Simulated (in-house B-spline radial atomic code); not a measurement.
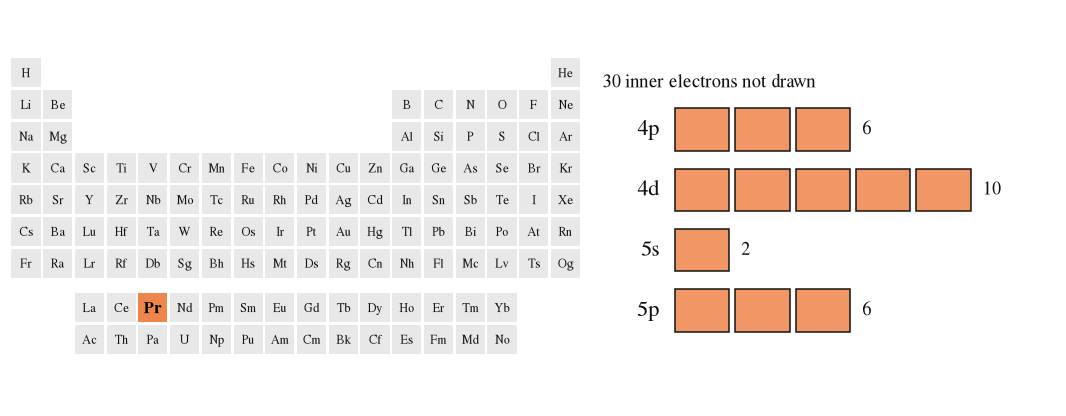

Left, the place of praseodymium in the periodic table; right, the outer shells as the input fills them: a box for each of the 2l + 1 orbitals, shaded by the share of the shell that is filled, with the electron count at the right.

**RPA and GW calculation for Pr⁵⁺**

System: Pr⁵⁺, configuration [Kr] 4d10 5s2 5p6.
Method: RPA, second-order and SOSEX correlation energies and G0W0 (contour deformation) on a scalar-relativistic (spin-free one-electron X2C) mean field, all electrons, B-spline basis (in-house B-spline radial atomic code).

### Input
```
Z = 59
electrons = 54.0
configuration = [Kr] 4d10 5s2 5p6
hamiltonian = x2c
method = pbeh
lmax = 9
exact_exchange_fraction = 0.1
rms_radius = 4.8919
spin_polarised = False
box_radius = 10.43
intervals = 67
```

Hardware: 1 CPU thread, shared host.

The run was one of a batch that the task file lists, launched with:
```bash
python <driver script> task.json out
```

The program writes its results to a structured record and prints no log; tables and figures of this report are taken from that record.

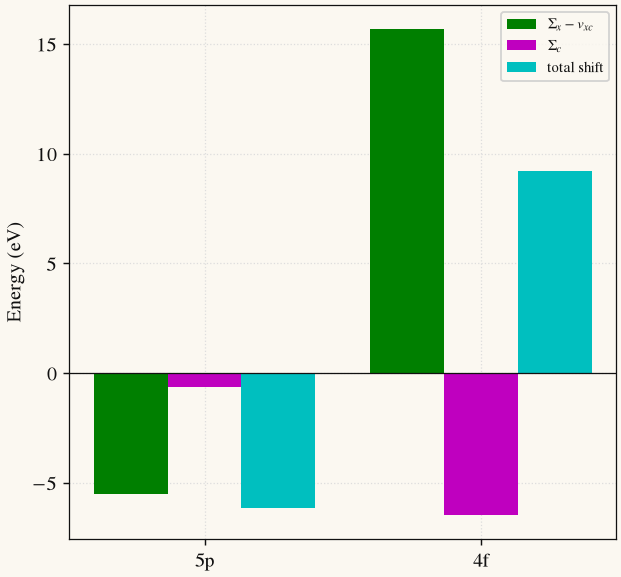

Parts of the G₀W₀ correction to each level for Pr⁵⁺ ([Kr] 4d¹⁰ 5s² 5p⁶). All-electron spherical atom, scalar X2C, PBE with 10 % exact exchange start, no spin-orbit coupling, Breit or QED terms; computed with a B-spline radial code. The quasi-particle equation is solved at full frequency; levels of low quasi-particle weight Z are left out. Σ columns are in eV, and Σc holds an estimate for the angular momenta beyond the basis. G₀W₀ moves the highest occupied level, 5p, from −77.59 to −83.73 eV (renormalisation factor Z = 0.86). The empty level 4f goes from −68.07 to −58.87 eV.

```
Level  Mean field (eV)  Σx − vxc (eV)  Σc (eV)     Z  G₀W₀ (eV)
   5p           −77.59          −5.50    −0.64  0.86     −83.73
   4f           −68.07          15.67    −6.46  0.86     −58.87
```

### Results in brief

- outcome: converged
- mean-field total energy: −9231.23551 hartree
- total energy with exact exchange alone: −9228.39347 hartree
- exact exchange energy: −212.82465 hartree
- RPA correlation, extrapolated in the angular momentum of the empty orbitals: −4.43918 hartree
- RPA correlation, as summed: −4.36511 hartree
- direct second-order term: −5.05330 hartree
- second-order exchange term: 1.36308 hartree
- SOSEX term: 1.27260 hartree
- wall time: 3.6 s

### Remarks

Limits: spin-orbit coupling, Breit and QED terms are absent.
